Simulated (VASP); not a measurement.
Given:

```
CELL_PARAMETERS angstrom
      3.29954     0.00000     0.00000
      0.00000     3.29954     0.00000
      0.00000     0.00000     3.29954
ATOMIC_POSITIONS crystal
  Ru 0.00000 0.00000 0.00000
  Te 0.50000 0.50000 0.50000
```

Computed with r2SCAN meta-GGA, VASP's PBE PAW potentials (set 64) (plane waves; VASP 6.6.1). Numerical set-up: 400 eV cut-off, 12×12×12 Γ-centred mesh, tetrahedra with Blöchl corrections, potentials Ru_pv Te.

Unless said otherwise, spin-orbit coupling is left out, though it shifts the bands of the heavy elements here.

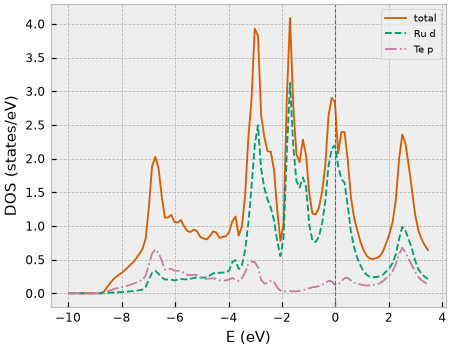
Total and projected density of states, zero at the Fermi level

Within 2 eV below the Fermi level the largest weight inside VASP's projection spheres is Ru d.

It has no gap at this level: it comes out as a metal or semimetal.

The structure was generated: RuTe was put into the CsCl type type (Pm-3m), which need not be its known phase. It was relaxed first, which changed the volume by -29 %.
